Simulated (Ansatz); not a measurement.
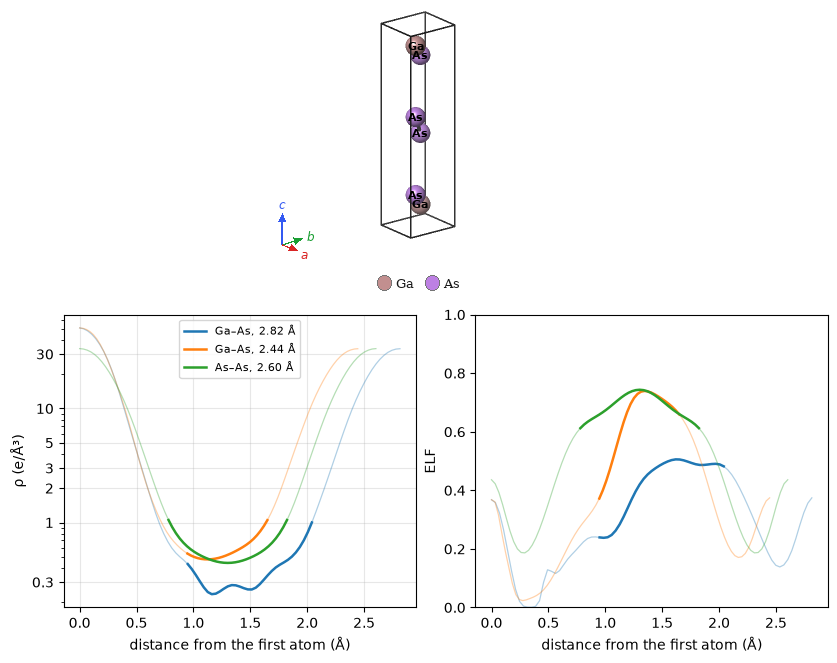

*GaAs$_{2}$. Valence charge density (pseudo) and ELF along straight lines between neighbouring atoms. Thin, pale parts lie inside the atomic spheres. The structure is drawn too.*

Space group P-3m1; a generated structure, not necessarily the stable one; changed on purpose from its base cell (volume × 0.94, shape and atoms relaxed).

The calculation used DFT PBE, scalar-relativistic, plane waves, PAW in Ansatz 0.2.0.

Core electrons are frozen (PAW), and the valence fields are smoothed inside the atomic spheres.

Input

```
crystal:
  lattice:
    - [3.8816356389, 0.0, 0.0]
    - [-1.9408178194, 3.3615950715, 0.0]
    - [0.0, 0.0, 11.0131802629]
  atoms:
    - { symbol: Ga, position: [0.3333333333, 0.6666666667, 0.0850897277] }
    - { symbol: Ga, position: [0.6666666667, 0.3333333333, 0.9149102723] }
    - { symbol: As, position: [0.6666666667, 0.3333333333, 0.5584047135] }
    - { symbol: As, position: [0.3333333333, 0.6666666667, 0.4415952865] }
    - { symbol: As, position: [0.6666666667, 0.3333333333, 0.168377009] }
    - { symbol: As, position: [0.3333333333, 0.6666666667, 0.831622991] }
basis:
  ecutwfc: 420
kpoints:
  mp_grid: { grid: [12, 12, 4] }
hamiltonian:
  xc: pbe
scf:
  occupations: { method: gaussian, width: 0.1 }
output:
  forces: true
  stress: true
  eigenvalues: true
  write_density: true
  write_potential: true
  elf: true
  volumetric_format: npy
relax:
  adjacent_minimum: "off"
  f_tol: 0.01
  max_steps: 30
  cell: { stress_tol: 0.1, fix: [volume] }
```

Launched as:

```sh
ansatz run input.yaml --threads 1 --pin off --max-ram 2560MiB --backend cpu --events-out ev --progress --plain --runs-dir out
```

Below, planes, directions and counts refer to the conventional cell (a = 3.91 Å, b = 3.91 Å, c = 10.85 Å, α = 90.00°, β = 90.00°, γ = 120.00°).

The fields are those of the run's last geometry, not of the input's.

> Compare the contacts.

Ga–As (2.82 Å): the density is about 0.27 e/Å³ at the midpoint, with its minimum of 0.24 e/Å³ about 1.2 Å from Ga; the ELF peaks at about 0.50 in the valence shell of As, 1.2 Å from its nucleus, and is about 0.45 at the midpoint.
Ga–As (2.44 Å): the density is about 0.49 e/Å³ at the midpoint; the ELF is about 0.70 at the midpoint.
As–As (2.60 Å): the density is about 0.44 e/Å³ at the midpoint; the ELF peaks at about 0.75 between the atoms.
